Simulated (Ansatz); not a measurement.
GeH₄O₂F₂: several calculations on one system

**1. Relaxation**

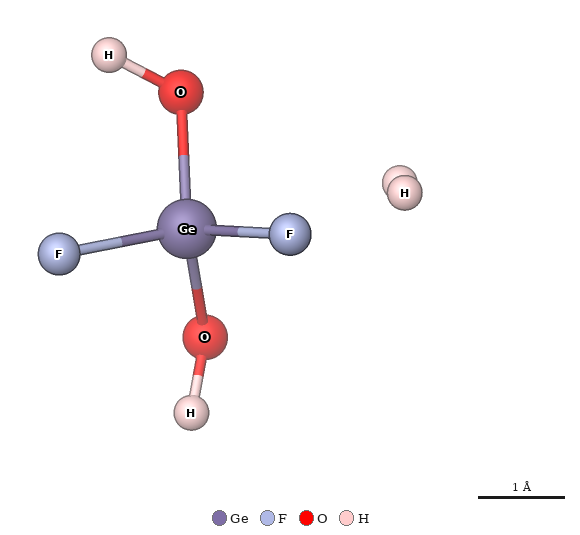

This is the input geometry for a relaxation of GeH$_{4}$O$_{2}$F$_{2}$. A ball-and-stick model, seen at a tilt.

The run prepares an end point of a later path (reaction) calculation, from a guessed geometry.

These are results of RKS PBE/def2-SVP in Ansatz 0.2.0, not measurements.

Input
```yaml
crystal:
  periodic: [false, false, false]
  atoms:
    - { symbol: Ge, position_ang: [-0.071345, -0.118138, -0.037462] }
    - { symbol: F, position_ang: [-0.024135, -0.28311, 1.665672] }
    - { symbol: O, position_ang: [1.536524, -0.172727, -0.756468] }
    - { symbol: H, position_ang: [1.921802, -1.0646, -0.649272] }
    - { symbol: O, position_ang: [-0.921056, 1.34667, -0.523704] }
    - { symbol: H, position_ang: [-1.766117, 1.091391, -0.94346] }
    - { symbol: F, position_ang: [-0.977721, -1.517977, -0.560479] }
    - { symbol: H, position_ang: [1.230877, 2.033347, 1.088063] }
    - { symbol: H, position_ang: [1.00667, 1.579844, 1.603008] }
basis:
  gaussian: { orbitals: def2-SVP }
hamiltonian:
  xc: pbe
relax:
  f_tol: 0.03
  max_steps: 50
```

Launched with:
```bash
ansatz run input.yaml --threads 2 --pin off --max-ram 3072MiB --backend cpu --events-out ev --progress --plain --runs-dir out
```

Where does the relaxation end?

Answer. The largest move after the best rigid fit is that of H8, 1.53 Å. Largest moves by element: H 1.53 Å, O 0.86 Å, F 0.58 Å, Ge 0.44 Å. Near-neighbour distances that change, for instance: H8–H9 0.722 → 0.770 Å, Ge1–F2 1.712 → 1.749 Å, Ge1–O3 1.762 → 1.757 Å, Ge1–F7 1.748 → 1.744 Å. Among the angles between lasting bonds that change: O3–Ge1–F7 109.0° → 113.1°, F2–Ge1–O3 112.2° → 109.3°, O3–Ge1–O5 110.7° → 108.3°. Groups turn about Ge1–O3 by about 40°, Ge1–O5 by about 30°. After 22 accepted moves (26 points after the start) the energy has fallen by 16.5 kJ/mol. Largest force component: 1.3 eV/Å at the start, 0.025 eV/Å at the end. The line search rejected the trial steps at points 8, 10, 16, 23 of the run. The forces were under the threshold at step 17, but the run went on from there.

The structure at the end:

```xyz
9

Ge   -0.2532   -0.2698   -0.4060
F     0.0337    0.1339    1.2718
O     1.2866   -0.4822   -1.2252
H     1.9625   -0.8140   -0.6025
O    -1.1663    0.9663   -1.2604
H    -2.1248    0.8379   -1.1214
F    -1.1928   -1.7364   -0.3240
H     1.9385    2.4014    2.3992
H     1.4513    1.8575    2.1544
```

After the run, drawn alike:

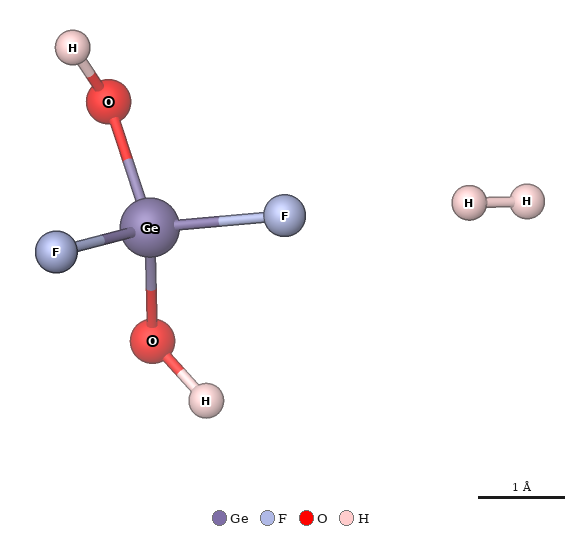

**2. Relaxation**

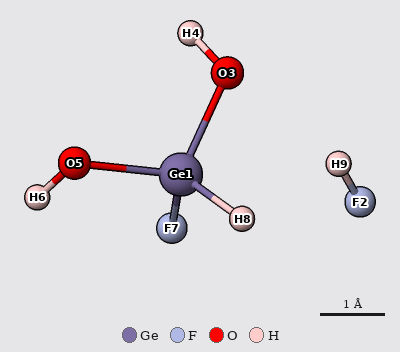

This is the input geometry for a relaxation of GeH₄O₂F₂. Style: ball-and-stick. Shown at a tilt.

The run prepares an end point of a later path (reaction) calculation, from a guessed geometry.

Method: RKS PBE/def2-SVP (Ansatz).

Input
```yaml
crystal:
  periodic: [false, false, false]
  atoms:
    - { symbol: Ge, position_ang: [-0.096891, 0.50202, -0.095744] }
    - { symbol: F, position_ang: [0.825931, -0.06594, 2.578115] }
    - { symbol: O, position_ang: [1.547353, -0.15634, -0.261219] }
    - { symbol: H, position_ang: [1.666042, -0.663236, -1.084625] }
    - { symbol: O, position_ang: [-0.60616, 1.222752, -1.64324] }
    - { symbol: H, position_ang: [-1.493612, 0.89275, -1.886024] }
    - { symbol: F, position_ang: [-1.288222, -0.748817, 0.198967] }
    - { symbol: H, position_ang: [0.046653, 1.469109, 1.095979] }
    - { symbol: H, position_ang: [1.334405, 0.442403, 1.983691] }
basis:
  gaussian: { orbitals: def2-SVP }
hamiltonian:
  xc: pbe
relax:
  f_tol: 0.03
  max_steps: 50
```

Launched with:
```bash
ansatz run input.yaml --threads 2 --pin off --max-ram 3072MiB --backend cpu --events-out ev --progress --plain --runs-dir out
```

What does the optimiser find from here?

The atom that moves furthest after the best rigid fit is H9 (0.85 Å). Largest moves by element: H 0.85 Å, O 0.33 Å, F 0.27 Å, Ge 0.24 Å. Some distances before and after: Ge1–O3 1.779 → 1.805 Å, F2–H9 0.933 → 0.958 Å, Ge1–H8 1.541 → 1.529 Å. Bond angles that change, for instance: O3–Ge1–H8 102.6° → 109.9°, O3–Ge1–O5 109.5° → 104.1°. After 10 geometry steps the energy has fallen by 0.412 eV. Largest force component: 0.39 eV/Å at the start, 0.016 eV/Å at the end. The run took 20 s on 2 threads of Arm Neoverse V2 (shared host), peak memory 0.15 GiB.

The structure at the end:

```xyz
9

Ge   -0.1976    0.6987    0.0006
F     1.0275   -0.1523    2.4374
O     1.4844    0.0438   -0.0041
H     1.6675   -0.4625   -0.8191
O    -0.5265    1.0666   -1.7125
H    -1.3842    0.6813   -1.9763
F    -1.3436   -0.5689    0.3883
H    -0.2901    1.8897    0.9548
H     1.4981   -0.3016    1.6169
```

After the run, drawn alike:

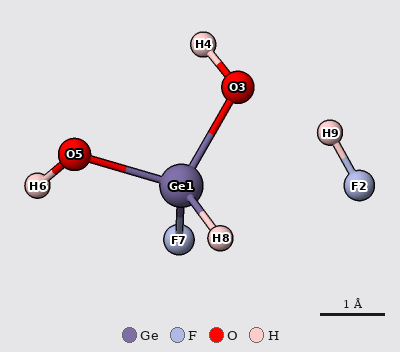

**3. Path**

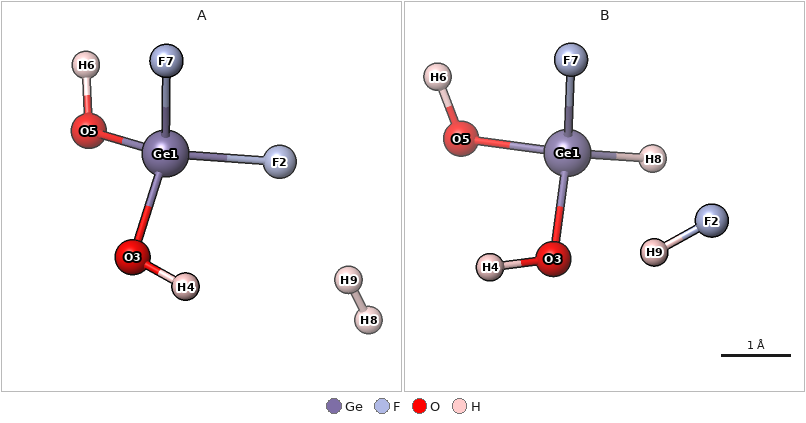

The two relaxed end points of a path for GeH4O2F2, made up at the start of GeH$_{2}$O$_{2}$F$_{2}$ and H2. The picture is a ball-and-stick view, seen from a free direction.

Level of theory: RKS PBE/def2-SVP in Ansatz 0.2.0.

Run with 5 movable images; climbing image; force threshold 0.05 eV/Å; iteration limit 60.

Start:
```xyz
9

Ge   -0.2502   -0.2858   -0.3897
F     0.0278    0.1705    1.2762
O     1.2941   -0.5221   -1.1939
H     1.9670   -0.8336   -0.5577
O    -1.1597    0.9223   -1.2870
H    -2.1189    0.7973   -1.1489
F    -1.1890   -1.7500   -0.2667
H     1.9249    2.4739    2.3419
H     1.4395    1.9222    2.1117
```

End:
```xyz
9

Ge   -0.2281    0.6742    0.0614
F     1.4588    0.0058    2.2684
O     1.4584    0.0966   -0.2216
H     1.5190   -0.4422   -1.0340
O    -0.8788    0.9382   -1.5772
H    -1.7480    0.5014   -1.6639
F    -1.2160   -0.6223    0.7047
H    -0.2116    1.9072    0.9652
H     1.7817   -0.1641    1.3830
```

What barrier does the band find between them, and by what path?

The highest point, image 3, lies 33.8 kcal/mol above the start and 31.6 kcal/mol above the end; the end is at +2.2 kcal/mol relative to the start. Breaking: Ge1–F2 (1.75 → 2.01 at the top → 2.86 Å), H8–H9 (0.77 → 1.05 at the top → 2.90 Å). Forming: F2–H9 (2.40 → 1.17 at the top → 0.96 Å), Ge1–H8 (4.45 → 1.76 at the top → 1.53 Å). The band converged in 18 iterations. The largest component of the band force went from 5.4 to 0.046 eV/Å. The climbing image converged on the top of the path. Its vibrational analysis gives one imaginary mode (908i cm⁻¹), as a transition state must have.

Energies of the converged images:

```
image  path (Å)  E (kcal/mol)
    0      0.00           0.0
    1      1.32           0.2
    2      2.63           2.4
    3      3.95          33.8
    4      5.35          14.8
    5      6.76          10.5
    6      8.16           2.2
```

The geometry at the top of the path:

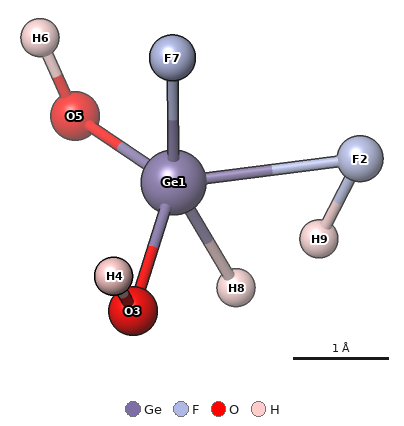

Limits of the set-up: the start holds two separate molecules, 2.4 Å apart at their closest, whose relative position is a soft coordinate and is computed without a dispersion correction.

The run took 2.5 min on 2 threads of Arm Neoverse V2, on a shared host, peak memory 0.15 GiB.
